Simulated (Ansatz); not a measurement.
FH4NSi···HCl

Input

```
crystal:
  periodic: [false, false, false]
  atoms:
    - {symbol: Si, position_ang: [0.445658, -0.763089, 0.586331]}
    - {symbol: F, position_ang: [1.512145, 0.006264, -0.362284]}
    - {symbol: H, position_ang: [0.822060, -2.190457, 0.522478]}
    - {symbol: H, position_ang: [0.609696, -0.143766, 1.917191]}
    - {symbol: N, position_ang: [-1.156897, -0.592630, 0.075284]}
    - {symbol: H, position_ang: [0.855083, 1.761236, -1.052118]}
    - {symbol: Cl, position_ang: [0.100951, 2.794975, -1.193015]}
    - {symbol: H, position_ang: [-1.536897, -1.151719, -0.670511]}
    - {symbol: H, position_ang: [-1.651701, 0.279086, 0.176742]}
basis:
  gaussian: {orbitals: def2-TZVPP}
hamiltonian: {xc: pbe0, dispersion: d4}
output: {orbitals: {seedname: orbitals}}
```

Launched as:

```sh
ansatz run in.yaml --threads 4 --pin off --events-out ev --progress --plain --max-ram 9574MiB
```

The reactant side of a reaction path; geometry: PBE0-D4/def2-TZVP.

These are results of RKS PBE0-D4/def2-TZVPP (Ansatz 0.2.0), not measurements.

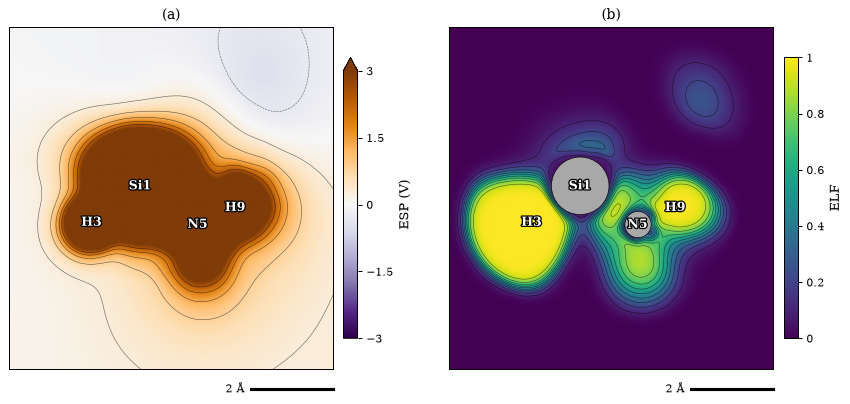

Figure 1. (a) molecular electrostatic potential; (b) electron localisation function on the plane of atoms H3, Si1 and N5. Grey discs cover the atomic cores in the ELF map.

> What do the fields say about this system?

- The plane passes through Si, H and N nuclei.
- Si–N (1.69 Å): the ELF peaks at about 0.90 between the atoms; a shared but strongly polarised pair.
- N–H (1.01 Å): the ELF climbs to about 1 towards the hydrogen, as it does in any bond to H; an ordinary covalent bond to hydrogen.
- Si–H (1.48 Å): the ELF climbs to about 1 towards the hydrogen.
- Outside the dense part of the complex the potential is most negative (−0.4 V) near Cl7, which lies off the plane.

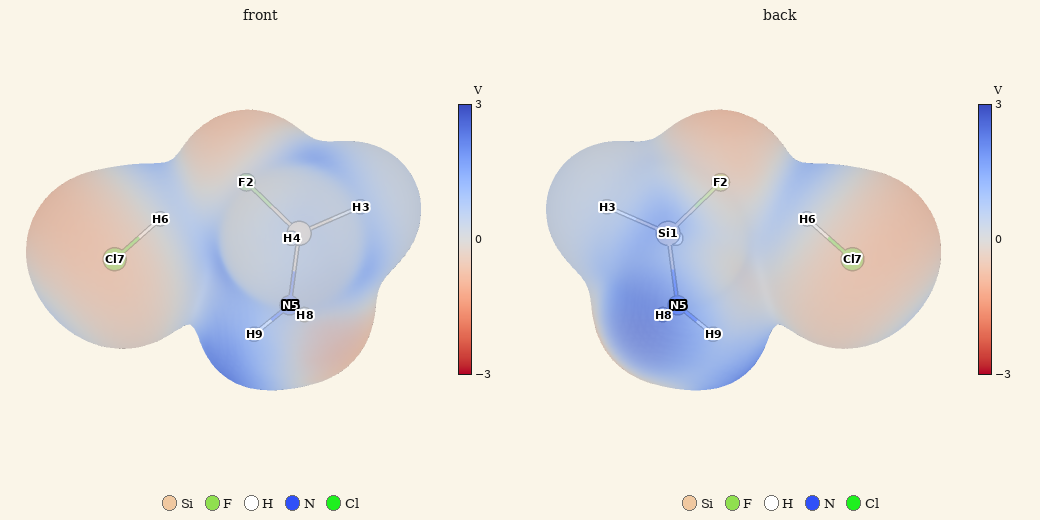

Figure 2. The molecular electrostatic potential painted on the density surface at 0.002 e/bohr³, seen from the front and from behind; red is negative and blue positive.

> Where is the surface potential most negative and most positive?

The most negative region (about −0.7 V) lies over F2, N5 and Cl7, the most positive (about +2.2 V) over H8. Cl7 shows a σ-hole: about +0.3 V at the tip opposite its bond, against about −0.5 V on its flanks.

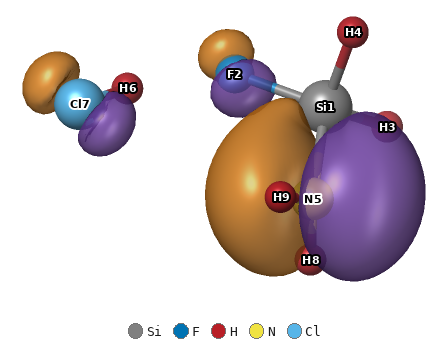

Figure 3. The HOMO at ±0.1 Å⁻³ᐟ² (orange and purple are the two phases), seen at a tilt.

> Describe this orbital and give its energy.

Its weight (Hirshfeld) is mainly on N5 (about 70 %); largely a lone pair of N5. Its energy is −8.35 eV.
